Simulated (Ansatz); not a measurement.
# Iridium, beta-Sn type under r²SCAN: from relaxation to bulk modulus, part 2 of 2

The plan for iridium in the beta-Sn type structure: relax it, solve it on a dense k-mesh, then scale the cell to 7 volumes from 88 to 112 % of the relaxed one and try a fit of the equation of state. The start is ferromagnetic. The k-meshes are 14×14×9 for the relaxation; 21×21×15 for the dense run; 14×14×10 for the volumes.

Ansatz 0.2.0; DFT, r2SCAN, plane waves (500 eV) with PAW, scalar-relativistic. Earlier steps stand in the parts before.

## 3. The energy on a finer k-mesh

Contents of input.yaml:

```yaml
crystal:
  lattice:
    - [-2.1414673551, 2.4917929095, 1.3052948432]
    - [2.4917929095, -2.1414673551, 1.3052948432]
    - [2.4724878977, 2.4724878977, -0.6636729486]
  atoms:
    - { symbol: Ir, position: [0.0220011248, 0.9779988752, 1.0], spin: 1.0 }
    - { symbol: Ir, position: [0.7279988752, 0.2720011248, 0.5], spin: 1.0 }
hamiltonian:
  xc: r2scan
  pseudopotentials:
    kind: paw
    azcp:
      Ir: "pseudopotentials/Ir.paw.azcp"
basis:
  ecutwfc: 500
  fft_grid_basis: typed
kpoints:
  mp_grid: { grid: [21, 21, 15], shift: [0, 0, 0] }
magnetization:
  spin_polarized: true
scf:
  occupations: { method: fermi_dirac, width: 0.05 }
output:
  write_density: true
  write_potential: true
  elf: true
  volumetric_format: npy
```

Launch:

```sh
> ansatz run input.yaml --threads 2 --pin off --max-ram 6144MiB --backend cpu --events-out ev --progress --plain --runs-dir out
```

Output, cut to the lines that bear on the results:

```text
Warning: 4 symmetry operations that the atoms keep within the bar at which the run's group was sought (crystal.symmetry.tolerance 1.0e-5, or twice it) were not taken beside the 4 unitary ones that the detection took (of a slab, those that keep its plane). If the more symmetric cell is [...]
Warning: RAYON_NUM_THREADS=2 ignored (pool sized by the plan → 2); use --threads N
[...]
Pseudopotentials: kind: paw
Pseudopotential: Ir, paw, valence charge 17, recommended cutoff 500 eV (meta_gga), <dir>
Functional definition: r2SCAN
[...]
Crystal: 2 atoms, lattice volume = 30.983 Å³
Basis set: ecut = 500 eV, 799 PW (Γ), exchange–correlation on 108×108×108 points (64 copies of the dense FFT grid, shifted against one another)
[...]
WARN: the starting moments were not kept: the SCF closed with an absolute magnetisation of 3.7e-6 μB, where they sum to 2 μB in size (2 sites). That is at most 0.1 of that sum. Measured as dr2_m measures the in/out step, that magnetisation stands 3.0e-12 eV from none, at or under the [...]
this state was not tested for a lower state beside it, because the mixer in use, unlike msr1, does not test its closes by its own steps (another_mixer; see scf.mixing.algorithm and scf.lower_state_search)
SCF converged after 19 iterations
Magnetization: 0.0000 μB (17.0000 up, 17.0000 down)
Absolute magnetization: 0.0000 μB (∫|ρ↑−ρ↓|, with the PAW one-centre terms)
Spin contamination: 0.0000 ħ² per cell (⟨S²⟩ above its minimum at these occupations)
Per-site moments (μB) at R_I (Å): [(5.038959418207409e-7, 1.071998144936982), (5.03895941895544e-7, 1.071998144936982)]
Free energy (F): -23896.551737 eV
[...]
E sigma→0 (E₀):  -23896.543980 eV
Entropy (-TS):   -0.015514 eV (-7.757 meV/atom)
Fermi energy:    22.488846 eV
[...]
--- Band table (eV; the first three rows and the last of 3476) ---
[... band rows left out ...]
[...]
```

Run time: 5.3 min. Hardware: 2 threads of Arm Neoverse V1, shared host; peak memory 2.2 GiB.

The maps below are laid out on this run's own conventional cell (a, b, c = 2.657, 6.552, 3.559 Å).

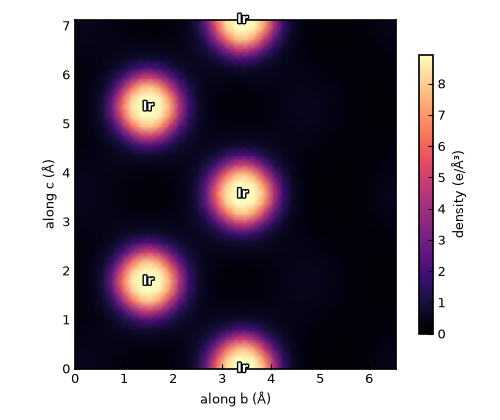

Density in a lattice plane of the grid's cell (edges 6.55 and 3.56 Å, at 0.500 of the third edge), which holds Ir. Only atoms in the plane are labelled. It is the smooth density of the valence electrons, not physical close to the nuclei.

## 4. Volume × 0.88

Contents of input.yaml:

```yaml
crystal:
  lattice:
    - [-2.0521338417, 2.3878452053, 1.2508431262]
    - [2.3878452053, -2.0521338417, 1.2508431262]
    - [2.3693455219, 2.3693455219, -0.6359871489]
  atoms:
    - { symbol: Ir, position: [0.0220011248, 0.9779988752, 1.0], spin: 1.0 }
    - { symbol: Ir, position: [0.7279988752, 0.2720011248, 0.5], spin: 1.0 }
hamiltonian:
  xc: r2scan
  pseudopotentials:
    kind: paw
    azcp:
      Ir: "pseudopotentials/Ir.paw.azcp"
basis:
  ecutwfc: 500
  fft_grid_basis: typed
kpoints:
  mp_grid: { grid: [14, 14, 10], shift: [0, 0, 0] }
magnetization:
  spin_polarized: true
scf:
  occupations: { method: fermi_dirac, width: 0.05 }
  lower_state_search: "off"
output:
  stress: true
```

Launch:

```sh
> ansatz run input.yaml --threads 2 --pin off --max-ram 6144MiB --backend cpu --events-out ev --progress --plain --runs-dir out
```

Output, cut to the lines that bear on the results:

```text
Warning: 4 symmetry operations that the atoms keep within the bar at which the run's group was sought (crystal.symmetry.tolerance 1.0e-5, or twice it) were not taken beside the 4 unitary ones that the detection took (of a slab, those that keep its plane). If the more symmetric cell is [...]
Warning: RAYON_NUM_THREADS=2 ignored (pool sized by the plan → 2); use --threads N
[...]
[... 3 set-up lines as earlier in the session ...]
[...]
Crystal: 2 atoms, lattice volume = 27.265 Å³
Basis set: ecut = 500 eV, 691 PW (Γ), exchange–correlation on 100×100×100 points (64 copies of the dense FFT grid, shifted against one another)
[...]
WARN: the starting moments were not kept: the SCF closed with an absolute magnetisation of 1.2e-5 μB, where they sum to 2 μB in size (2 sites). That is at most 0.1 of that sum. Measured as dr2_m measures the in/out step, that magnetisation stands 3.6e-11 eV from none, at or under the [...]
SCF converged after 17 iterations
Magnetization: 0.0000 μB (17.0000 up, 17.0000 down)
Absolute magnetization: 0.0000 μB (∫|ρ↑−ρ↓|, with the PAW one-centre terms)
Spin contamination: 0.0000 ħ² per cell (⟨S²⟩ above its minimum at these occupations)
Per-site moments (μB) at R_I (Å): [(5.607334167670014e-6, 1.0272786396941562), (5.607334168013917e-6, 1.0272786396941562)]
Free energy (F): -23895.985329 eV
[...]
E sigma→0 (E₀):  -23895.978937 eV
Entropy (-TS):   -0.012785 eV (-6.393 meV/atom)
Fermi energy:    26.448533 eV
[...]
--- Stress (GPa, compression-positive) ---
       54.361555       4.336813      -0.081244
        4.336813      54.361555      -0.081244
       -0.081244      -0.081244      58.089142
  P = ⅓ Tr σ = 55.6041 GPa (556.041 kbar)
```

It took 86 s on 2 threads of Arm Neoverse V1, shared host; peak memory 0.82 GiB.

## 5. Volume × 0.92

input.yaml, as its differences from that of step 4:

```diff
@@ -2,5 +2,5 @@
   lattice:
-    - [-2.0521338417, 2.3878452053, 1.2508431262]
-    - [2.3878452053, -2.0521338417, 1.2508431262]
-    - [2.3693455219, 2.3693455219, -0.6359871489]
+    - [-2.0827672212, 2.423489941, 1.2695151794]
+    - [2.423489941, -2.0827672212, 1.2695151794]
+    - [2.4047141023, 2.4047141023, -0.6454808941]
   atoms:
```

Launch:

```sh
> ansatz run input.yaml --threads 2 --pin off --max-ram 6144MiB --backend cpu --events-out ev --progress --plain --runs-dir out
```

Output, cut to the lines that bear on the results:

```text
Warning: 4 symmetry operations that the atoms keep within the bar at which the run's group was sought (crystal.symmetry.tolerance 1.0e-5, or twice it) were not taken beside the 4 unitary ones that the detection took (of a slab, those that keep its plane). If the more symmetric cell is [...]
Warning: RAYON_NUM_THREADS=2 ignored (pool sized by the plan → 2); use --threads N
[...]
[... 3 set-up lines as earlier in the session ...]
[...]
Crystal: 2 atoms, lattice volume = 28.505 Å³
Basis set: ecut = 500 eV, 719 PW (Γ), exchange–correlation on 108×108×108 points (64 copies of the dense FFT grid, shifted against one another)
[...]
WARN: the starting moments were not kept: the SCF closed with an absolute magnetisation of 2.5e-5 μB, where they sum to 2 μB in size (2 sites). That is at most 0.1 of that sum. Measured as dr2_m measures the in/out step, that magnetisation stands 1.4e-10 eV from none, at or under the [...]
SCF converged after 17 iterations
Magnetization: 0.0000 μB (17.0000 up, 17.0000 down)
Absolute magnetization: 0.0000 μB (∫|ρ↑−ρ↓|, with the PAW one-centre terms)
Spin contamination: 0.0000 ħ² per cell (⟨S²⟩ above its minimum at these occupations)
Per-site moments (μB) at R_I (Å): [(1.1328092904110739e-5, 1.0426134175006507), (1.1328092904347265e-5, 1.0426134175006507)]
Free energy (F): -23896.322738 eV
[...]
E sigma→0 (E₀):  -23896.315958 eV
Entropy (-TS):   -0.013560 eV (-6.780 meV/atom)
Fermi energy:    25.015197 eV
[...]
--- Stress (GPa, compression-positive) ---
       31.724672       2.396787       0.011862
        2.396787      31.724672       0.011862
        0.011862       0.011862      34.185065
  P = ⅓ Tr σ = 32.5448 GPa (325.448 kbar)
```

Wall time 86 s (2 threads of Arm Neoverse V1, shared host); peak memory 0.86 GiB.

## 6. Volume × 0.96

input.yaml, as its differences from that of step 5:

```diff
@@ -2,5 +2,5 @@
   lattice:
-    - [-2.0827672212, 2.423489941, 1.2695151794]
-    - [2.423489941, -2.0827672212, 1.2695151794]
-    - [2.4047141023, 2.4047141023, -0.6454808941]
+    - [-2.1125250591, 2.4581159041, 1.2876535612]
+    - [2.4581159041, -2.1125250591, 1.2876535612]
+    - [2.4390718028, 2.4390718028, -0.6547032957]
   atoms:
```

Launch:

```sh
> ansatz run input.yaml --threads 2 --pin off --max-ram 6144MiB --backend cpu --events-out ev --progress --plain --runs-dir out
```

Output, cut to the lines that bear on the results:

```text
Warning: 4 symmetry operations that the atoms keep within the bar at which the run's group was sought (crystal.symmetry.tolerance 1.0e-5, or twice it) were not taken beside the 4 unitary ones that the detection took (of a slab, those that keep its plane). If the more symmetric cell is [...]
Warning: RAYON_NUM_THREADS=2 ignored (pool sized by the plan → 2); use --threads N
[...]
[... 3 set-up lines as earlier in the session ...]
[...]
Crystal: 2 atoms, lattice volume = 29.744 Å³
Basis set: ecut = 500 eV, 751 PW (Γ), exchange–correlation on 108×108×108 points (64 copies of the dense FFT grid, shifted against one another)
[...]
WARN: the starting moments were not kept: the SCF closed with an absolute magnetisation of 4.3e-5 μB, where they sum to 2 μB in size (2 sites). That is at most 0.1 of that sum. Measured as dr2_m measures the in/out step, that magnetisation stands 4.1e-10 eV from none, at or under the [...]
SCF converged after 17 iterations
Magnetization: 0.0000 μB (17.0000 up, 17.0000 down)
Absolute magnetization: 0.0000 μB (∫|ρ↑−ρ↓|, with the PAW one-centre terms)
Spin contamination: 0.0000 ħ² per cell (⟨S²⟩ above its minimum at these occupations)
Per-site moments (μB) at R_I (Å): [(1.935397573803533e-5, 1.0575099075192016), (1.9353975737908042e-5, 1.0575099075192016)]
Free energy (F): -23896.501335 eV
[...]
E sigma→0 (E₀):  -23896.494141 eV
Entropy (-TS):   -0.014388 eV (-7.194 meV/atom)
Fermi energy:    23.699486 eV
[...]
--- Stress (GPa, compression-positive) ---
       13.868692       0.864614       0.083205
        0.864614      13.868692       0.083205
        0.083205       0.083205      15.312818
  P = ⅓ Tr σ = 14.3501 GPa (143.501 kbar)
```

Run time: 90 s. Hardware: 2 threads of Arm Neoverse V1, shared host; peak memory 0.88 GiB.

## 7. Volume × 1.0

input.yaml, as its differences from that of step 6:

```diff
@@ -2,5 +2,5 @@
   lattice:
-    - [-2.1125250591, 2.4581159041, 1.2876535612]
-    - [2.4581159041, -2.1125250591, 1.2876535612]
-    - [2.4390718028, 2.4390718028, -0.6547032957]
+    - [-2.1414673551, 2.4917929095, 1.3052948432]
+    - [2.4917929095, -2.1414673551, 1.3052948432]
+    - [2.4724878977, 2.4724878977, -0.6636729486]
   atoms:
```

Launch:

```sh
> ansatz run input.yaml --threads 2 --pin off --max-ram 6144MiB --backend cpu --events-out ev --progress --plain --runs-dir out
```

Output, cut to the lines that bear on the results:

```text
Warning: 4 symmetry operations that the atoms keep within the bar at which the run's group was sought (crystal.symmetry.tolerance 1.0e-5, or twice it) were not taken beside the 4 unitary ones that the detection took (of a slab, those that keep its plane). If the more symmetric cell is [...]
Warning: RAYON_NUM_THREADS=2 ignored (pool sized by the plan → 2); use --threads N
[...]
[... 3 set-up lines as earlier in the session ...]
[...]
Crystal: 2 atoms, lattice volume = 30.983 Å³
Basis set: ecut = 500 eV, 799 PW (Γ), exchange–correlation on 108×108×108 points (64 copies of the dense FFT grid, shifted against one another)
[...]
WARN: the starting moments were not kept: the SCF closed with an absolute magnetisation of 1.4e-5 μB, where they sum to 2 μB in size (2 sites). That is at most 0.1 of that sum. Measured as dr2_m measures the in/out step, that magnetisation stands 5.4e-11 eV from none, at or under the [...]
SCF converged after 18 iterations
Magnetization: 0.0000 μB (17.0000 up, 17.0000 down)
Absolute magnetization: 0.0000 μB (∫|ρ↑−ρ↓|, with the PAW one-centre terms)
Spin contamination: 0.0000 ħ² per cell (⟨S²⟩ above its minimum at these occupations)
Per-site moments (μB) at R_I (Å): [(6.9626630115424645e-6, 1.071998144936982), (6.962663011329661e-6, 1.071998144936982)]
Free energy (F): -23896.554644 eV
[...]
E sigma→0 (E₀):  -23896.546997 eV
Entropy (-TS):   -0.015294 eV (-7.647 meV/atom)
Fermi energy:    22.487904 eV
[...]
--- Stress (GPa, compression-positive) ---
       -0.210636      -0.342110       0.138510
       -0.342110      -0.210636       0.138510
        0.138510       0.138510       0.426850
  P = ⅓ Tr σ = 0.0019 GPa (0.019 kbar)
```

Run time: 97 s. Hardware: 2 threads of Arm Neoverse V1, shared host; peak memory 0.9 GiB.

## 8. Volume × 1.04

input.yaml, as its differences from that of step 7:

```diff
@@ -2,5 +2,5 @@
   lattice:
-    - [-2.1414673551, 2.4917929095, 1.3052948432]
-    - [2.4917929095, -2.1414673551, 1.3052948432]
-    - [2.4724878977, 2.4724878977, -0.6636729486]
+    - [-2.1696477888, 2.5245834186, 1.3224717452]
+    - [2.5245834186, -2.1696477888, 1.3224717452]
+    - [2.5050243644, 2.5050243644, -0.672406489]
   atoms:
```

Launch:

```sh
> ansatz run input.yaml --threads 2 --pin off --max-ram 6144MiB --backend cpu --events-out ev --progress --plain --runs-dir out
```

Output, cut to the lines that bear on the results:

```text
Warning: 4 symmetry operations that the atoms keep within the bar at which the run's group was sought (crystal.symmetry.tolerance 1.0e-5, or twice it) were not taken beside the 4 unitary ones that the detection took (of a slab, those that keep its plane). If the more symmetric cell is [...]
Warning: RAYON_NUM_THREADS=2 ignored (pool sized by the plan → 2); use --threads N
[...]
[... 3 set-up lines as earlier in the session ...]
[...]
Crystal: 2 atoms, lattice volume = 32.223 Å³
Basis set: ecut = 500 eV, 821 PW (Γ), exchange–correlation on 108×108×108 points (64 copies of the dense FFT grid, shifted against one another)
[...]
WARN: the starting moments were not kept: the SCF closed with an absolute magnetisation of 1.5e-5 μB, where they sum to 2 μB in size (2 sites). That is at most 0.1 of that sum. Measured as dr2_m measures the in/out step, that magnetisation stands 5.8e-11 eV from none, at or under the [...]
SCF converged after 18 iterations
Magnetization: 0.0000 μB (17.0000 up, 17.0000 down)
Absolute magnetization: 0.0000 μB (∫|ρ↑−ρ↓|, with the PAW one-centre terms)
Spin contamination: 0.0000 ħ² per cell (⟨S²⟩ above its minimum at these occupations)
Per-site moments (μB) at R_I (Å): [(5.905349116186537e-6, 1.0861050014167508), (5.905349115883019e-6, 1.0861050014167508)]
Free energy (F): -23896.509249 eV
[...]
E sigma→0 (E₀):  -23896.501111 eV
Entropy (-TS):   -0.016276 eV (-8.138 meV/atom)
Fermi energy:    21.369173 eV
[...]
--- Stress (GPa, compression-positive) ---
      -11.290054      -1.287363       0.182585
       -1.287363     -11.290054       0.182585
        0.182585       0.182585     -11.278807
  P = ⅓ Tr σ = -11.2863 GPa (-112.863 kbar)
```

Wall time 1.7 min (2 threads of Arm Neoverse V1, shared host); peak memory 0.92 GiB.

## 9. Volume × 1.08

input.yaml, as its differences from that of step 8:

```diff
@@ -2,5 +2,5 @@
   lattice:
-    - [-2.1696477888, 2.5245834186, 1.3224717452]
-    - [2.5245834186, -2.1696477888, 1.3224717452]
-    - [2.5050243644, 2.5050243644, -0.672406489]
+    - [-2.1971146007, 2.5565435636, 1.3392136711]
+    - [2.5565435636, -2.1971146007, 1.3392136711]
+    - [2.5367369001, 2.5367369001, -0.6809188672]
   atoms:
```

Launch:

```sh
> ansatz run input.yaml --threads 2 --pin off --max-ram 6144MiB --backend cpu --events-out ev --progress --plain --runs-dir out
```

Output, cut to the lines that bear on the results:

```text
Warning: 4 symmetry operations that the atoms keep within the bar at which the run's group was sought (crystal.symmetry.tolerance 1.0e-5, or twice it) were not taken beside the 4 unitary ones that the detection took (of a slab, those that keep its plane). If the more symmetric cell is [...]
Warning: RAYON_NUM_THREADS=2 ignored (pool sized by the plan → 2); use --threads N
[...]
[... 3 set-up lines as earlier in the session ...]
[...]
Crystal: 2 atoms, lattice volume = 33.462 Å³
Basis set: ecut = 500 eV, 853 PW (Γ), exchange–correlation on 108×108×108 points (64 copies of the dense FFT grid, shifted against one another)
[...]
WARN: the starting moments were not kept: the SCF closed with an absolute magnetisation of 2.6e-5 μB, where they sum to 2 μB in size (2 sites). That is at most 0.1 of that sum. Measured as dr2_m measures the in/out step, that magnetisation stands 2.0e-10 eV from none, at or under the [...]
SCF converged after 20 iterations
Magnetization: 0.0000 μB (17.0000 up, 17.0000 down)
Absolute magnetization: 0.0000 μB (∫|ρ↑−ρ↓|, with the PAW one-centre terms)
Spin contamination: 0.0000 ħ² per cell (⟨S²⟩ above its minimum at these occupations)
Per-site moments (μB) at R_I (Å): [(3.383095367998641e-6, 1.0998546256214994), (3.383095368038441e-6, 1.0998546256214994)]
Free energy (F): -23896.386338 eV
[...]
E sigma→0 (E₀):  -23896.377702 eV
Entropy (-TS):   -0.017272 eV (-8.636 meV/atom)
Fermi energy:    20.333473 eV
[...]
--- Stress (GPa, compression-positive) ---
      -19.974289      -2.024375       0.218555
       -2.024375     -19.974289       0.218555
        0.218555       0.218555     -20.439663
  P = ⅓ Tr σ = -20.1294 GPa (-201.294 kbar)
```

Run time: 1.9 min. Hardware: 2 threads of Arm Neoverse V1, shared host; peak memory 0.94 GiB.

## 10. Volume × 1.12

input.yaml, as its differences from that of step 9:

```diff
@@ -2,5 +2,5 @@
   lattice:
-    - [-2.1971146007, 2.5565435636, 1.3392136711]
-    - [2.5565435636, -2.1971146007, 1.3392136711]
-    - [2.5367369001, 2.5367369001, -0.6809188672]
+    - [-2.2239113221, 2.5877239971, 1.3555471549]
+    - [2.5877239971, -2.2239113221, 1.3555471549]
+    - [2.5676757652, 2.5676757652, -0.6892235743]
   atoms:
```

Launch:

```sh
> ansatz run input.yaml --threads 2 --pin off --max-ram 6144MiB --backend cpu --events-out ev --progress --plain --runs-dir out
```

Output, cut to the lines that bear on the results:

```text
Warning: 4 symmetry operations that the atoms keep within the bar at which the run's group was sought (crystal.symmetry.tolerance 1.0e-5, or twice it) were not taken beside the 4 unitary ones that the detection took (of a slab, those that keep its plane). If the more symmetric cell is [...]
Warning: RAYON_NUM_THREADS=2 ignored (pool sized by the plan → 2); use --threads N
[...]
[... 3 set-up lines as earlier in the session ...]
[...]
Crystal: 2 atoms, lattice volume = 34.701 Å³
Basis set: ecut = 500 eV, 877 PW (Γ), exchange–correlation on 108×108×108 points (64 copies of the dense FFT grid, shifted against one another)
[...]
WARN: the starting moments were not kept: the SCF closed with an absolute magnetisation of 9.2e-6 μB, where they sum to 2 μB in size (2 sites). That is at most 0.1 of that sum. Measured as dr2_m measures the in/out step, that magnetisation stands 1.5e-11 eV from none, at or under the [...]
SCF converged after 20 iterations
Magnetization: 0.0000 μB (17.0000 up, 17.0000 down)
Absolute magnetization: 0.0000 μB (∫|ρ↑−ρ↓|, with the PAW one-centre terms)
Spin contamination: 0.0000 ħ² per cell (⟨S²⟩ above its minimum at these occupations)
Per-site moments (μB) at R_I (Å): [(3.6447879306718037e-6, 1.1132688089631464), (3.6447879307365602e-6, 1.1132688089631464)]
Free energy (F): -23896.202869 eV
[...]
E sigma→0 (E₀):  -23896.193753 eV
Entropy (-TS):   -0.018231 eV (-9.116 meV/atom)
Fermi energy:    19.371636 eV
[...]
--- Stress (GPa, compression-positive) ---
      -26.738242      -2.598712       0.246537
       -2.598712     -26.738242       0.246537
        0.246537       0.246537     -27.575229
  P = ⅓ Tr σ = -27.0172 GPa (-270.172 kbar)
```

Run time: 1.9 min. Hardware: 2 threads of Arm Neoverse V1, shared host; peak memory 0.95 GiB.

## 11. Energy and pressure against volume

The cell was scaled evenly, with its shape and the fractional positions fixed.

| V (Å³/atom) | E − E₀ (meV/atom) | P from the stress (GPa) | P from the fit (GPa) |
| --- | --- | --- | --- |
| 13.633 | 284.0 | 55.60 | 55.67 |
| 14.252 | 115.4 | 32.54 | 32.47 |
| 14.872 | 26.4 | 14.35 | 14.27 |
| 15.492 | -0.1 | 0.00 | -0.05 |
| 16.111 | 22.9 | -11.29 | -11.32 |
| 16.731 | 84.6 | -20.13 | -20.19 |
| 17.351 | 176.5 | -27.02 | -27.15 |

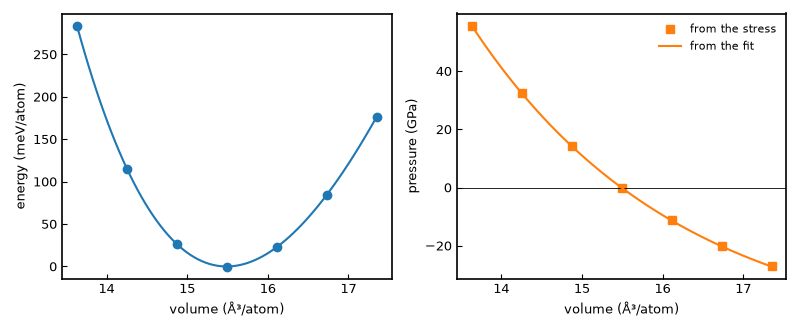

Energy and pressure against volume; the lines are the Birch-Murnaghan fit.

A third-order Birch-Murnaghan fit gives V₀ = 15.489 Å³/atom, B₀ = 317 GPa and B₀′ = 5.0; it misses no point by more than 0.09 meV/atom.

The fit is made to E(σ → 0), while the stress belongs to the free energy F; that is one source of the offset between the two pressures.

## 12. Summary of results

This closing draws on all 2 parts.

| quantity | value |
| --- | --- |
| space group (spins left aside) | Cmcm (No. 63) |
| conventional cell | a = 2.657 Å, b = 6.552 Å, c = 3.559 Å |
| volume | 15.492 Å³/atom |
| shortest distance | 2.599 Å |
| gap on the mesh | none (levels filled in part) |
| magnetic state | non-magnetic |
| relative to fcc | +455 meV/atom |
| V₀, B₀, B₀′ | 15.489 Å³/atom, 317 GPa, 5.0 |

The relaxation enlarged the cell by 4.3 % in volume. The cell has left its prototype: it ends as Cmcm. What follows belongs to that structure, not to the type named at the start. The mesh has less symmetry than the lattice, which may have let the distortion in. Against the reference form of iridium (fcc, computed apart with the same settings) it stands 455 meV/atom higher, so it is far from stable. The moments die out: the run ends non-magnetic. No gap shows: it is a metal or semimetal at this level. B₀ comes out at 317 GPa, among the stiffest elements; letting shape and positions relax at each volume could only lower it.
